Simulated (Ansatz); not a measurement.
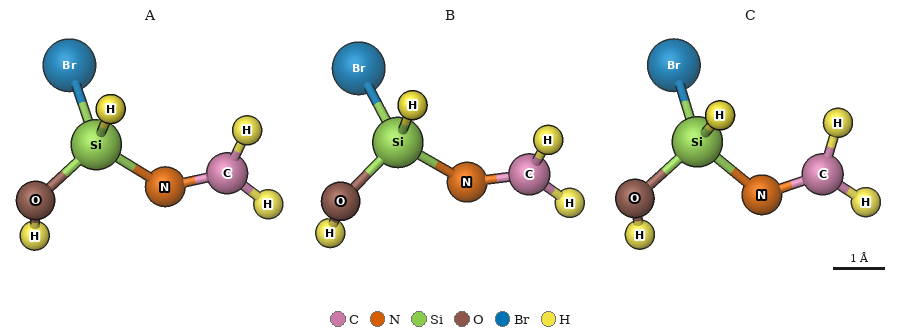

3 geometries from one relaxation of CH₄BrNOSi (coarse preliminary run), in shuffled order. Style: ball-and-stick. Shown face on.

The start comes from a force field.

The calculation used RKS PBE-D4/def2-SVP (Ansatz 0.2.0). (force threshold 0.03 eV/Å; at most 200 steps)

> Put them in the order of the run, from the start to the converged end.

C, A, B. They are steps 0, 3, 13, at +0.502 eV, +0.040 eV relative to the last. The energy falls by 0.502 eV in 10 accepted moves (13 points after the start). Largest force component: 5.1 eV/Å at the start, 0.008 eV/Å at the end. The line search rejected the trial steps at points 4, 10, 12 of the run. The largest move after the best rigid fit is that of an H atom, 0.56 Å. Largest moves by element: H 0.56 Å, N 0.35 Å, Br 0.31 Å, O 0.22 Å, C 0.13 Å, Si 0.05 Å. Some distances before and after: H–O 0.888 → 0.975 Å, Br–Si 2.171 → 2.241 Å, H–Si 1.463 → 1.497 Å, C–H 1.100 → 1.116 Å. Among the angles between lasting bonds that change: N–Si–H 107.2° → 116.5°, N–Si–O 99.7° → 108.7°, C–N–Si 117.6° → 125.6°. Groups turn about N–Si by about 30°, O–Si by about 30°.
